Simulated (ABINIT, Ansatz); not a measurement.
# How the form of the self-energy moves the gap of Li2SnF6 (P-31m)

Aim: compare treatments of exchange, screening and correlation for the gap of Li2SnF6 (P-31m).

Calculated with ABINIT 10.8.3; PBEsol and many-body steps on it, plane waves.

## Step 1: The starting structure

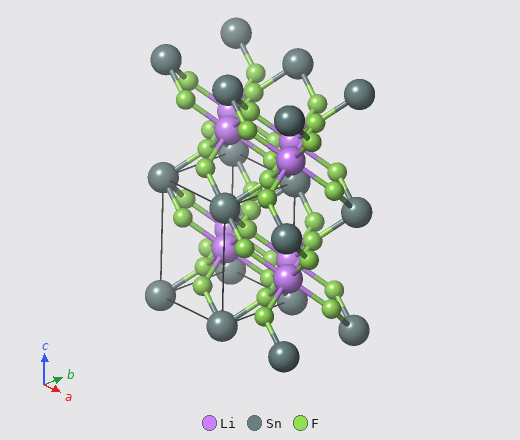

Start, viewed slightly off an axis; lithium purple, tin teal, fluorine green. 2×1×2 cells are drawn. Some periodic images of atoms are drawn too.

The cell and positions are those that the Materials Project relaxed with its own functionals (PBE, PBE+U or r2SCAN), kept fixed.

## Step 2: Empty states on the mesh, 3×3×2 mesh, 202 bands

This step: ABINIT 10.8.3; DFT, PBEsol, plane waves, norm-conserving pseudopotentials.

The sums over transitions need many empty states on a uniform mesh; this step solves for them.

The input, run.abi:

```
acell 3*1.0 Angstrom
rprim 
  4.909513934494 -0.000000000024 0.000000000000
  -2.454756967227 4.251763787517 0.000000000000
  0.000000000000 0.000000000000 4.538039080000
ntypat 3
znucl 3 50 9
natom 9
typat 1 1 2 3 3 3 3 3 3
xred 
  0.666666666667 0.333333333333 0.500000000000
  0.333333333333 0.666666666667 0.500000000000
  0.000000000000 0.000000000000 0.000000000000
  0.329091060000 0.329091060000 0.255027190000
  0.670908940000 0.670908940000 0.744972810000
  0.670908940000 0.000000000000 0.255027190000
  0.329091060000 0.000000000000 0.744972810000
  0.000000000000 0.670908940000 0.255027190000
  0.000000000000 0.329091060000 0.744972810000
pp_dirpath "pseudos"
pseudos "Li.upf, Sn.upf, F.upf"
ecut 36
ngkpt 3 3 2
nshiftk 1
shiftk 0 0 0
kptopt 1
chksymbreak 0
iscf -2
irdden 1
istwfk *1
nband 202
nbdbuf 18
tolwfr 1e-09
nstep 60
prtvol 0
indata_prefix "in"
outdata_prefix "out"
tmpdata_prefix "tmp"
```

Launch:

```sh
> OMP_NUM_THREADS=1 mpirun -n 4 abinit run.abi > log
```

Numbers of over 12 decimals in the logs are rounded to 6 here.

The log of the run:

```text
.Version 10.8.3 of ABINIT. v10.8.2 released Aug 2026.

 Symmetries : space group P-3 1 m (#162); Bravais hP (primitive hexag.)
[... echo of the input left out ...]
== DATASET  1 ==================================================================
-   mpi_nproc: 4, omp_nthreads: 1 (-1 if OMP is not activated)

--- !DatasetInfo
iteration_state: {dtset: 1, }
dimensions: {natom: 9, nkpt: 6, mband: 202, nsppol: 1, nspinor: 1, nspden: 1, mpw: 6636, }
cutoff_energies: {ecut:  36.0, pawecutdg:  -1.0, }
[...]
2.85976    2.87688    2.88119    2.88119    2.90909    2.90909    2.91248    2.95718
   2.96933    2.96960    2.97037    2.97306    2.97657    2.98121    2.98344    2.98463
   2.98916    2.99305
 prteigrs : prtvol=0 or 1, do not print more k-points.

== END DATASET(S) ==============================================================
================================================================================

 -outvars: echo values of variables after computation  --------
            nband         202
             nkpt           6
          spgroup         162
 [... the other variables as echoed above ...]

 Calculation completed.
```

Wall time 2.8 min (4 MPI ranks of Arm Neoverse N1, shared host); peak memory 0.46 GiB; 11 min of CPU time.

This step gave:

```yaml
gap: 5.229 eV
k_of_the_valence_top: 0.3333, 0, 0
k_of_the_conduction_bottom: 0, 0, 0
least_direct_gap: 5.249 eV
k_points_computed: 6
lowest_point_of_the_top_converged_band_above_the_valence_top: 76.7443 eV
```

On this mesh the gap is 5.229 eV.

The density comes from a self-consistent run that is not shown.

## Step 3: Screening, 3×3×2 mesh, 93 bands, screening to 114.3 eV

The RPA dielectric matrix is built and inverted for each q.

This step: RPA screening on PBEsol, plane waves, norm-conserving pseudopotentials.

run.abi: that of step 2 with these lines changed.

```diff
@@ -27,10 +27,11 @@
 chksymbreak 0
-iscf -2
-irdden 1
 istwfk *1
-nband 202
-nbdbuf 18
-tolwfr 1e-09
-nstep 60
-prtvol 0
+occopt 1
+irdwfk 1
+optdriver 3
+nband 93
+ecuteps 4.2
+inclvkb 2
+awtr 1
+symchi 1
 indata_prefix "in"
```

The log of the run:

```text
.Version 10.8.3 of ABINIT. v10.8.2 released Aug 2026.

 Symmetries : space group P-3 1 m (#162); Bravais hP (primitive hexag.)
[... echo of the input left out ...]
== DATASET  1 ==================================================================
-   mpi_nproc: 4, omp_nthreads: 1 (-1 if OMP is not activated)

--- !DatasetInfo
iteration_state: {dtset: 1, }
dimensions: {natom: 9, nkpt: 6, mband: 93, nsppol: 1, nspinor: 1, nspden: 1, mpw: 6636, }
cutoff_energies: {ecut:  36.0, pawecutdg:  -1.0, }
electrons: {nelect:   6.20000000E+01, charge:   0.00000000E+00, occopt:   1.00000000E+00, tsmear:   1.00000000E-02, }

 SCREENING: Calculation of the susceptibility and dielectric matrices

 Based on a program developped by R.W. Godby, V. Olevano, G. Onida, and L. Reining.
 Incorporated in ABINIT by V. Olevano, G.-M. Rignanese, and M. Torrent.
.Using double precision arithmetic ; gwpc =  8

[... cell and pseudopotentials left out ...]
--------------------------------------------------------------------------------

 ==== K-mesh for the wavefunctions ====
 Number of points in the irreducible wedge :     6
[... list of points left out ...]
 Together with 12 symmetry operations and time-reversal symmetry
 yields    18 points in the full Brillouin Zone.

 ==== Q-mesh for the screening function ====
 Number of points in the irreducible wedge :     6
[... list of points left out ...]
 Together with 12 symmetry operations and time-reversal symmetry
 yields    18 points in the full Brillouin Zone.

 setmesh: FFT mesh size selected  =    30x   30x   32
          total number of points  =        28800

 vcoul_init : cutoff-mode = AUXILIARY_FUNCTION
 q-points for optical limit:   1
     1)      0.000010    0.000020    0.000030

- screening: taking advantage of time-reversal symmetry
- Maximum band index for partially occupied states nbvw = 31
- Remaining bands to be divided among processors   nbcw = 62
- Number of bands treated by each node ~15

 Number of electrons calculated from density =   62.0000; Expected =   62.0000
 average of density, n =  0.096988
 r_s =    1.3502
 omega_plasma =   30.0411 [eV]

 calculating chi0 at frequencies [eV] :
  1    0.000000E+00    0.000000E+00
  2    0.000000E+00    3.004106E+01

--------------------------------------------------------------------------------
  q-point number  1        q = ( 0.000000, 0.000000, 0.000000) [r.l.u.]
--------------------------------------------------------------------------------
[... chi0 elements left out ...]
 For q-point:  0.000010 0.000020 0.000030
  dielectric constant =   2.2156
  dielectric constant without local fields =   2.3765

  Average fulfillment of the sum rule on Im[epsilon] for q-point    1 :     34.88  [%]
[... wings left out ...]
  q-point number  2        q = ( 0.333333, 0.000000, 0.000000) [r.l.u.]
--------------------------------------------------------------------------------
[... chi0 elements left out ...]
  Average fulfillment of the sum rule on Im[epsilon] for q-point    2 :     44.38  [%]

 [... 4 further q-points ...]
```

Wall time 59 s (4 MPI ranks); peak memory 1.1 GiB; 3.9 min of CPU time.

Numbers from this step:

```
ε∞ with local fields, on this mesh, along the program's q direction : 2.216
the same without local fields                                       : 2.377
plasma frequency                                                    : 30.04 eV
plane waves in the screening matrix                                 : 253
```

Local fields lower ε∞ by 7 %. On a Γ-centred mesh this coarse the value itself is usually too large, while a short band sum pulls it down.

## Step 4: G0W0, Godby-Needs plasmon pole

The self-energy is evaluated for the states that the input lists, and the levels follow from it, in one-shot runs by the linearised quasiparticle equation.

This step: G0W0 on PBEsol, plane waves, norm-conserving pseudopotentials.

run.abi: that of step 3 with these lines changed.

```diff
@@ -30,8 +30,17 @@
 irdwfk 1
-optdriver 3
+optdriver 4
 nband 93
+gwcalctyp 0
+ecutsigx 36
+symsigma 1
+nkptgw 2
+kptgw 
+  0.3333333333 0.0000000000 0.0000000000
+  0.0000000000 0.0000000000 0.0000000000
+bdgw 
+  30 33
+  29 33
 ecuteps 4.2
-inclvkb 2
-awtr 1
-symchi 1
+irdscr 1
+ppmodel 1
 indata_prefix "in"
```

The log of the run:

```text
.Version 10.8.3 of ABINIT. v10.8.2 released Aug 2026.

 Symmetries : space group P-3 1 m (#162); Bravais hP (primitive hexag.)
[... echo of the input left out ...]
== DATASET  1 ==================================================================
-   mpi_nproc: 4, omp_nthreads: 1 (-1 if OMP is not activated)

--- !DatasetInfo
iteration_state: {dtset: 1, }
dimensions: {natom: 9, nkpt: 6, mband: 93, nsppol: 1, nspinor: 1, nspden: 1, mpw: 6636, }
cutoff_energies: {ecut:  36.0, pawecutdg:  -1.0, }
electrons: {nelect:   6.20000000E+01, charge:   0.00000000E+00, occopt:   1.00000000E+00, tsmear:   1.00000000E-02, }

 SIGMA: Calculation of the GW corrections

 Based on a program developped by R.W. Godby, V. Olevano, G. Onida, and L. Reining.
 Incorporated in ABINIT by V. Olevano, G.-M. Rignanese, and M. Torrent.
.Using double precision arithmetic ; gwpc =  8

[... cell and pseudopotentials left out ...]
--------------------------------------------------------------------------------

 ==== K-mesh for the wavefunctions ====
 Number of points in the irreducible wedge :     6
[... list of points left out ...]
 Together with 12 symmetry operations and time-reversal symmetry
 yields    18 points in the full Brillouin Zone.

 ==== Q-mesh for screening function ====
 Number of points in the irreducible wedge :     6
[... list of points left out ...]
 Together with 12 symmetry operations and time-reversal symmetry
 yields    18 points in the full Brillouin Zone.

 vcoul_init : cutoff-mode = AUXILIARY_FUNCTION
 q-points for optical limit:   1
     1)      0.000010    0.000020    0.000030
 setmesh: FFT mesh size selected  =    45x   45x   48
          total number of points  =        97200

 Number of electrons calculated from density =   62.0000; Expected =   62.0000
 average of density, n =  0.096988
 r_s =    1.3502
 omega_plasma =   30.0411 [eV]

 === KS Band Gaps ===
  >>>> For spin  1
   Minimum direct gap =   5.2491 [eV], located at k-point      :   0.0000  0.0000  0.0000
   Fundamental gap    =   5.2291 [eV], Top of valence bands at :   0.3333  0.0000  0.0000
                                       Bottom of conduction at :   0.0000  0.0000  0.0000
 SIGMA fundamental parameters:
 PLASMON POLE MODEL  1
 number of plane-waves for SigmaX                 6587
 number of plane-waves for SigmaC and W            253
 number of plane-waves for wavefunctions          6587
 number of bands                                    93
 number of independent spin polarizations            1
 number of spinorial components                      1
 number of k-points in IBZ                           6
 number of q-points in IBZ                           6
 number of symmetry operations                      12
 number of k-points in BZ                           18
 number of q-points in BZ                           18
 number of frequencies for dSigma/dE                 9
 frequency step for dSigma/dE [eV]                0.25
 number of omega for Sigma on real axis              0
 max omega for Sigma on real axis  [eV]           0.00
 zcut for avoiding poles [eV]                     0.10

 EPSILON^-1 parameters (SCR file):
 dimension of the eps^-1 matrix on file            253
 dimension of the eps^-1 matrix used               253
 number of plane-waves for wavefunctions          6587
 number of bands                                    93
 number of q-points in IBZ                           6
 number of frequencies                               2
 number of real frequencies                          1
 number of imag frequencies                          1

 matrix elements of self-energy operator (all in [eV])

 Perturbative Calculation

--- !SelfEnergy_ee
iteration_state: {dtset: 1, }
kpoint     : [   0.333,    0.000,    0.000, ]
spin       : 1
KS_gap     :    6.037
QP_gap     :   10.322
Delta_QP_KS:    4.285
data: !SigmaeeData |
     Band     E0 <VxcDFT>   SigX SigC(E0)      Z dSigC/dE  Sig(E)    E-E0       E
       30  -0.842 -22.670 -30.547   5.497   0.813  -0.231 -24.604  -1.934  -2.776
       31  -0.698 -22.820 -30.754   5.561   0.812  -0.231 -24.747  -1.927  -2.625
       32   5.339 -18.184 -13.495  -1.951   0.861  -0.161 -15.826   2.358   7.697
       33   9.720 -14.006  -8.909  -2.617   0.872  -0.146 -11.843   2.163  11.883

--- !SelfEnergy_ee
iteration_state: {dtset: 1, }
kpoint     : [   0.000,    0.000,    0.000, ]
spin       : 1
KS_gap     :    5.249
QP_gap     :    9.264
Delta_QP_KS:    4.015
data: !SigmaeeData |
     Band     E0 <VxcDFT>   SigX SigC(E0)      Z dSigC/dE  Sig(E)    E-E0       E
       29  -0.854 -22.768 -30.553   5.440   0.813  -0.230 -24.674  -1.906  -2.760
       30  -0.854 -22.768 -30.553   5.440   0.813  -0.230 -24.674  -1.906  -2.760
       31  -0.718 -22.877 -30.733   5.514   0.812  -0.231 -24.780  -1.903  -2.621
       32   4.531 -16.624 -12.130  -2.063   0.869  -0.151 -14.512   2.112   6.643
       33  10.132 -12.029  -6.840  -2.878   0.882  -0.134  -9.991   2.039  12.171

== END DATASET(S) ==============================================================
================================================================================

 -outvars: echo values of variables after computation  --------
           etotal      0.0000000000E+00
            nband          93
             nkpt           6
          spgroup         162
 [... the other variables as echoed above ...]

 Calculation completed.
```

Elapsed: 16 s, on 4 MPI ranks; peak memory 0.88 GiB.

Numbers from this step:

| Quantity | Value |
| --- | --- |
| G0W0 gap on the points computed | 9.264 eV |
| starting gap on the mesh | 5.229 eV |
| k of the valence top | 0, 0, 0 |
| k of the conduction bottom | 0, 0, 0 |
| Z at the valence top | 0.812 |
| Z at the conduction bottom | 0.869 |
| least direct G0W0 gap on the computed points | 9.264 eV |

The gap on the mesh goes from 5.23 eV to 9.26 eV, a correction of +4.03 eV.

## Step 5: G0W0, Hybertsen-Louie plasmon pole

run.abi: that of step 4 with these lines changed.

```diff
@@ -44,3 +44,3 @@
 irdscr 1
-ppmodel 1
+ppmodel 2
 indata_prefix "in"
```

The log of the run:

```text
.Version 10.8.3 of ABINIT. v10.8.2 released Aug 2026.

 Symmetries : space group P-3 1 m (#162); Bravais hP (primitive hexag.)
[... echo of the input left out ...]
== DATASET  1 ==================================================================
-   mpi_nproc: 4, omp_nthreads: 1 (-1 if OMP is not activated)

--- !DatasetInfo
iteration_state: {dtset: 1, }
dimensions: {natom: 9, nkpt: 6, mband: 93, nsppol: 1, nspinor: 1, nspden: 1, mpw: 6636, }
cutoff_energies: {ecut:  36.0, pawecutdg:  -1.0, }
electrons: {nelect:   6.20000000E+01, charge:   0.00000000E+00, occopt:   1.00000000E+00, tsmear:   1.00000000E-02, }

 SIGMA: Calculation of the GW corrections

 Based on a program developped by R.W. Godby, V. Olevano, G. Onida, and L. Reining.
 Incorporated in ABINIT by V. Olevano, G.-M. Rignanese, and M. Torrent.
.Using double precision arithmetic ; gwpc =  8

[... cell and pseudopotentials left out ...]
--------------------------------------------------------------------------------

 ==== K-mesh for the wavefunctions ====
 Number of points in the irreducible wedge :     6
[... list of points left out ...]
 Together with 12 symmetry operations and time-reversal symmetry
 yields    18 points in the full Brillouin Zone.

 ==== Q-mesh for screening function ====
 Number of points in the irreducible wedge :     6
[... list of points left out ...]
 Together with 12 symmetry operations and time-reversal symmetry
 yields    18 points in the full Brillouin Zone.

 vcoul_init : cutoff-mode = AUXILIARY_FUNCTION
 q-points for optical limit:   1
     1)      0.000010    0.000020    0.000030
 setmesh: FFT mesh size selected  =    45x   45x   48
          total number of points  =        97200

 Number of electrons calculated from density =   62.0000; Expected =   62.0000
[...]
number of omega for Sigma on real axis              0
 max omega for Sigma on real axis  [eV]           0.00
 zcut for avoiding poles [eV]                     0.10

 EPSILON^-1 parameters (SCR file):
 dimension of the eps^-1 matrix on file            253
 dimension of the eps^-1 matrix used               253
 number of plane-waves for wavefunctions          6587
 number of bands                                    93
 number of q-points in IBZ                           6
 number of frequencies                               2
 number of real frequencies                          1
 number of imag frequencies                          1

 matrix elements of self-energy operator (all in [eV])

 Perturbative Calculation

--- !SelfEnergy_ee
iteration_state: {dtset: 1, }
kpoint     : [   0.333,    0.000,    0.000, ]
spin       : 1
KS_gap     :    6.037
QP_gap     :   11.092
Delta_QP_KS:    5.055
data: !SigmaeeData |
     Band     E0 <VxcDFT>   SigX SigC(E0)      Z dSigC/dE  Sig(E)    E-E0       E
       30  -0.842 -22.670 -30.547   4.804   0.891  -0.122 -25.410  -2.740  -3.582
       31  -0.698 -22.820 -30.754   4.860   0.891  -0.122 -25.560  -2.740  -3.438
       32   5.339 -18.184 -13.495  -2.150   0.912  -0.096 -15.868   2.316   7.654
[...]
--- !SelfEnergy_ee
iteration_state: {dtset: 1, }
kpoint     : [   0.000,    0.000,    0.000, ]
spin       : 1
KS_gap     :    5.249
QP_gap     :    9.962
Delta_QP_KS:    4.713
data: !SigmaeeData |
     Band     E0 <VxcDFT>   SigX SigC(E0)      Z dSigC/dE  Sig(E)    E-E0       E
[...]
32   4.531 -16.624 -12.130  -2.296   0.915  -0.093 -14.612   2.012   6.543
       33  10.132 -12.029  -6.840  -2.984   0.923  -0.083  -9.993   2.036  12.168

== END DATASET(S) ==============================================================
================================================================================

 -outvars: echo values of variables after computation  --------
           etotal      0.0000000000E+00
            nband          93
             nkpt           6
          spgroup         162
 [... the other variables as echoed above ...]

 Calculation completed.
```

The job ended after 16 s (4 MPI ranks; peak memory 0.87 GiB; 65 s of CPU time).

This step gave:

```
G0W0 gap on the points computed              : 9.963 eV
starting gap on the mesh                     : 5.229 eV
k of the valence top                         : 0, 0, 0
k of the conduction bottom                   : 0, 0, 0
Z at the valence top                         : 0.891
Z at the conduction bottom                   : 0.915
least direct G0W0 gap on the computed points : 9.963 eV
```

Against G0W0 in ABINIT (3×3×2 mesh, 93 bands, screening to 114.3 eV, Godby-Needs plasmon pole), the gap moves by +0.699 eV.

## Step 6: G0W0, von der Linden-Horsch plasmon pole

run.abi: that of step 5 with these lines changed.

```diff
@@ -44,3 +44,3 @@
 irdscr 1
-ppmodel 2
+ppmodel 3
 indata_prefix "in"
```

The log of the run:

```text
.Version 10.8.3 of ABINIT. v10.8.2 released Aug 2026.

 Symmetries : space group P-3 1 m (#162); Bravais hP (primitive hexag.)
[... echo of the input left out ...]
== DATASET  1 ==================================================================
-   mpi_nproc: 4, omp_nthreads: 1 (-1 if OMP is not activated)

--- !DatasetInfo
iteration_state: {dtset: 1, }
dimensions: {natom: 9, nkpt: 6, mband: 93, nsppol: 1, nspinor: 1, nspden: 1, mpw: 6636, }
cutoff_energies: {ecut:  36.0, pawecutdg:  -1.0, }
[...]
Band     E0 <VxcDFT>   SigX SigC(E0)      Z dSigC/dE  Sig(E)    E-E0       E
[...]
32   4.531 -16.624 -12.130  -2.126   0.921  -0.086 -14.444   2.181   6.712
       33  10.132 -12.029  -6.840  -2.961   0.934  -0.070  -9.948   2.082  12.213

== END DATASET(S) ==============================================================
================================================================================

 -outvars: echo values of variables after computation  --------
           etotal      0.0000000000E+00
            nband          93
             nkpt           6
          spgroup         162
 [... the other variables as echoed above ...]

 Calculation completed.
```

The job ended after 10 s (4 MPI ranks; peak memory 0.87 GiB).

Numbers from this step:

```
G0W0 gap on the points computed              : 9.55 eV
starting gap on the mesh                     : 5.229 eV
k of the valence top                         : 0, 0, 0
k of the conduction bottom                   : 0, 0, 0
least direct G0W0 gap on the computed points : 9.55 eV
```

Against G0W0 in ABINIT (3×3×2 mesh, 93 bands, screening to 114.3 eV, Godby-Needs plasmon pole), the gap moves by +0.286 eV.

[end of part 1 of 2]

[Paths, hosts, dates, memory and timing lines, banners, echoed tables and standing remarks are left out of the program output.]

[Logs are printed without paths, hosts, clocks, repeated set-up lines and the standing remarks that a program may print on its own settings, such as how far it seeks lower states.]

[Runs of the session that timed out or met a known fault of the program may be left out.]

[Hosts, paths, dates, database ids (printed as entryN), source tags and the programs' standing remarks are cut or masked in the printed files.]

[G0W0 gaps are taken among the corrected bands and points alone; a level outside them can change the order at an edge.]

[Where Ansatz stands beside ABINIT at settings called matched, ABINIT's density can come from a denser mesh and the files from another edition; pairs whose starting gaps differed by over 0.03 eV were left out, so agreement reads better than it is.]
